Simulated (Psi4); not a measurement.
# GaH2O2F (SMILES [OH][Ga]([OH])[F]) at B3LYP/6-31G(d) (Cartesian functions)

Aim: the vertical singlet–triplet gap of GaH2O2F at B3LYP/6-31G* (Cartesian functions), from 2 runs. 

The results are computed with Psi4 1.11.

1 further run of the same task is left out (it didn't finish). Runs told in other sessions of the task aren't counted.

## Step 1: The system as given

The species is GaH2O2F (6 atoms), meant as a singlet with charge 0. As SMILES, `[OH][Ga]([OH])[F]`. The shape is that of a PBE0-D4/def2-TZVP optimisation. This is one conformer, not always the lowest.

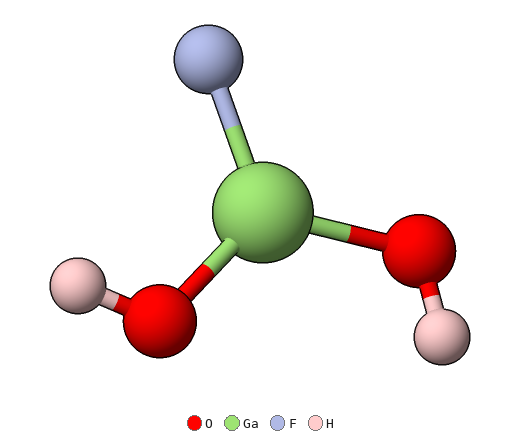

Viewed from a chosen angle; oxygen red, gallium green, fluorine light blue, hydrogen pink.

## Step 2: Energy and gradient at B3LYP/6-31G(d) (Cartesian functions)

Input file fgah2o2.json:

```json
{
  "schema_name": "qcschema_input",
  "schema_version": 1,
  "molecule": {
    "schema_name": "qcschema_molecule",
    "schema_version": 2,
    "symbols": ["O", "Ga", "O", "F", "H", "H"],
    "geometry": [-0.5616266, 2.55301999, -1.08621458, -0.12887932, -0.64704223, -0.22223179, 1.50119843, -1.59171631, 2.52335129, -1.3655161, -3.00239687, -2.16335847, -1.49061597, 2.75711042, -2.63201055, 2.12443011, -0.1897285, 3.49315874],
    "molecular_charge": 0,
    "molecular_multiplicity": 1,
    "fix_symmetry": "c1",
    "fix_com": true,
    "fix_orientation": true
  },
  "driver": "gradient",
  "model": {
    "method": "b3lyp",
    "basis": "6-31G*"
  },
  "keywords": {
    "puream": false,
    "e_convergence": 1e-09,
    "d_convergence": 1e-08,
    "scf_type": "pk",
    "dft_radial_points": 99,
    "dft_spherical_points": 590,
    "scf_properties": ["LOWDIN_CHARGES", "QUADRUPOLE", "WIBERG_LOWDIN_INDICES"]
  }
}
```

Run with:

```console
$ psi4 --qcschema fgah2o2.json -n 1 --memory 2200MB
```

stdout:

```text
[...]
  Running in c1 symmetry.
[...]
  Nuclear repulsion =  297.914371546032044
[...]
  Multiplicity = 1
[...]
  Nalpha       = 29
  Nbeta        = 29
[...]
    Number of basis functions: 84
[...]
   @RKS iter   1: -2174.22513950394068   -1.68450e+00   3.76937e-02 ADIIS/DIIS
[...]
   @RKS iter  13: -2176.19781628022884    4.54747e-13   2.76737e-09 DIIS
[...]
  @RKS Final Energy: -2176.19781628022884
   => Energetics <=
    Nuclear Repulsion Energy =            297.9143715460320436
    One-Electron Energy =               -3625.6071375283700036
    Two-Electron Energy =                1234.9419102444874170
    DFT Exchange-Correlation Energy =     -83.4469605423780934
    Empirical Dispersion Energy =           0.0000000000000000
    VV10 Nonlocal Energy =                  0.0000000000000000
    Total Energy =                      -2176.1978162802288352
[...]
 Multipole Moments:
 ------------------------------------------------------------------------------------
     Multipole            Electronic (a.u.)      Nuclear  (a.u.)        Total (a.u.)
 ------------------------------------------------------------------------------------
 L = 1.  Multiply by 2.5417464519 to convert [e a0] to [Debye]
 Dipole X            :          8.1594868           -8.1345150            0.0249717
 Dipole Y            :         37.5881473          -36.8220696            0.7660777
 Dipole Z            :         14.0085079          -14.0011698            0.0073381
 Magnitude           :                                                    0.7665197
 L = 2.  Multiply by 1.3450342976 to convert [e a0^2] to [Debye ang]
 Quadrupole XX       :        -66.5299598           44.5839228          -21.9460369
 Quadrupole XY       :         -4.9703589            4.3840272           -0.5863318
[...]
  -Total Gradient:
     Atom            X                  Y                   Z
    ------   -----------------  -----------------  -----------------
       1       -0.004279656509    -0.008676320544    -0.006685125170
       2        0.002457791123     0.003335000383     0.003902666131
       3       -0.001255396443     0.010700335174    -0.002560568117
       4        0.000956064239     0.002284949861     0.001483864210
       5        0.004769187469     0.000216288668     0.007889444185
       6       -0.002631087636    -0.007879499415    -0.004001329787
[...]
```

The result, in JSON:

```text
{
 "driver": "gradient",
 "model": {
  "method": "b3lyp",
  "basis": "6-31G*"
 },
 "success": true,
 "return_result": [-0.004279656509447727, -0.008676320544364097, -0.006685125169714035, 0.0024577911233928298, 0.003335000382980594, 0.0039026661310841296, -0.0012553964433289627, 0.010700335174094189, -0.00256056811690418, 0.0009560642386303858, 0.0022849498606577062, 0.0014838642098278232, 0.00476918746924665, 0.0002162886680222298, 0.007889444184667221, -0.002631087635653964, -0.007879499415382546, -0.00400132978703191],
 "properties": {
  "calcinfo_nbasis": 84,
  "calcinfo_nmo": 84,
  "calcinfo_nalpha": 29,
  "calcinfo_nbeta": 29,
  "calcinfo_natom": 6,
  "nuclear_repulsion_energy": 297.91437154603204,
  "return_energy": -2176.197816280229,
  "return_gradient": [-0.004279656509447727, -0.008676320544364097, -0.006685125169714035, 0.0024577911233928298, 0.003335000382980594, 0.0039026661310841296, -0.0012553964433289627, 0.010700335174094189, -0.00256056811690418, 0.0009560642386303858, 0.0022849498606577062, 0.0014838642098278232, 0.00476918746924665, 0.0002162886680222298, 0.007889444184667221, -0.002631087635653964, -0.007879499415382546, -0.00400132978703191],
  "scf_one_electron_energy": -3625.60713752837,
  "scf_two_electron_energy": 1234.9419102444874,
  "scf_xc_energy": -83.4469605423781,
  "scf_dipole_moment": [0.024971719020392413, 0.7660777055391321, 0.007338067131346548],
  "scf_total_energy": -2176.197816280229,
  "scf_total_gradient": [-0.004279656509447727, -0.008676320544364097, -0.006685125169714035, 0.0024577911233928298, 0.003335000382980594, 0.0039026661310841296, -0.0012553964433289627, 0.010700335174094189, -0.00256056811690418, 0.0009560642386303858, 0.0022849498606577062, 0.0014838642098278232, 0.00476918746924665, 0.0002162886680222298, 0.007889444184667221, -0.002631087635653964, -0.007879499415382546, -0.00400132978703191],
  "scf_iterations": 13
 }
}
```

Run time: 19 s. Hardware: 1 thread of Intel Xeon Platinum 8375C at 2.90GHz (Ice Lake), shared host; peak memory 0.94 GiB.

## Step 3: The triplet: a single-point energy at UB3LYP/6-31G(d) (Cartesian functions)

Input file fgah2o2.inp:

```
memory 2.2 GB

molecule geom {
  0 3
  O     -0.297200     1.351000    -0.574800
  Ga    -0.068200    -0.342400    -0.117600
  O      0.794400    -0.842300     1.335300
  F     -0.722600    -1.588800    -1.144800
  H     -0.788800     1.459000    -1.392800
  H      1.124200    -0.100400     1.848500
  units angstrom
  symmetry c1
}

set globals {
  basis                6-31G*
  reference            uks
  puream               false
  e_convergence        1e-09
  d_convergence        1e-08
  scf_type             pk
  dft_radial_points    99
  dft_spherical_points 590
  maxiter              100
}

result, w = energy("b3lyp", return_wfn=True)
oeprop(w, "MULLIKEN_CHARGES", "LOWDIN_CHARGES", "MAYER_INDICES", title="B3LYP")
print_variables()
```

Run with:

```console
$ psi4 fgah2o2.inp fgah2o2.out -n 1
```

fgah2o2.out, shortened:

```text
[...]
  Running in c1 symmetry.
[...]
  Nuclear repulsion =  297.914371308642558
[...]
  Multiplicity = 3
[...]
  Nalpha       = 30
  Nbeta        = 28
[...]
    Number of basis functions: 84
[...]
   @UKS iter   1: -2173.87557689687810   -1.33493e+00   3.82844e-02 ADIIS/DIIS
[...]
   @UKS iter  18: -2175.99215073035566   -5.00222e-12   8.84136e-09 DIIS
[...]
   @S^2 Observed:                2.013432840E+00
[...]
  @UKS Final Energy: -2175.99215073035566
   => Energetics <=
    Nuclear Repulsion Energy =            297.9143713086425578
    One-Electron Energy =               -3624.7953955699840662
    Two-Electron Energy =                1234.2603324147275998
    DFT Exchange-Correlation Energy =     -83.3714588837413260
    Empirical Dispersion Energy =           0.0000000000000000
    VV10 Nonlocal Energy =                  0.0000000000000000
    Total Energy =                      -2175.9921507303556609
  UHF NO Occupations:
  HONO-2 :   28  A 1.9943466
  HONO-1 :   29  A 1.0000000
[...]
 Multipole Moments:
 ------------------------------------------------------------------------------------
     Multipole            Electronic (a.u.)      Nuclear  (a.u.)        Total (a.u.)
 ------------------------------------------------------------------------------------
 L = 1.  Multiply by 2.5417464519 to convert [e a0] to [Debye]
 Dipole X            :         -0.7308357            0.9789232            0.2480875
 Dipole Y            :         -1.8975295            2.9808926            1.0833632
 Dipole Z            :         -1.1256158            1.4885783            0.3629626
 Magnitude           :                                                    1.1691728
[...]
  Mulliken Charges: (a.u.)
   Center  Symbol    Alpha    Beta     Spin     Total
       1     O     4.50668  3.94440  0.56228 -0.45108
       2    GA    15.63485 14.89568  0.73917  0.46946
       3     O     4.51571  3.93286  0.58286 -0.44857
       4     F     4.72436  4.68277  0.04158 -0.40713
       5     H     0.30874  0.27070  0.03804  0.42055
       6     H     0.30965  0.27358  0.03607  0.41676
   Total alpha = 30.00000, Total beta = 28.00000, Total charge =  0.00000
  Lowdin Charges: (a.u.)
   Center  Symbol    Alpha    Beta     Spin     Total
[...]
```

It took 25 s on 1 thread of Intel Xeon Platinum 8375C at 2.90GHz (Ice Lake), shared host; peak memory 0.94 GiB.

## Step 4: What came out

Level: B3LYP/6-31G* (Cartesian functions).

```
                                        quantity           value
                           singlet: total energy  -2176.19782 Eh
                          singlet: dipole moment          1.95 D
                            singlet: HOMO energy        -8.68 eV
                            singlet: LUMO energy        -1.61 eV
                          singlet: HOMO–LUMO gap         7.07 eV
               singlet: largest force on an atom      0.605 eV/Å
                           triplet: total energy  -2175.99215 Eh
                          triplet: dipole moment          2.97 D
     triplet: HOMO energy (highest over α and β)        -3.56 eV
                                   triplet: ⟨S²⟩           2.013
vertical energy of the triplet above the singlet        5.596 eV
```

What this shows: At this shape the triplet lies 5.60 eV (129 kcal/mol) above the singlet. The largest force (singlet) is 0.60 eV/Å: the shape isn't a stationary point for this species at this level.
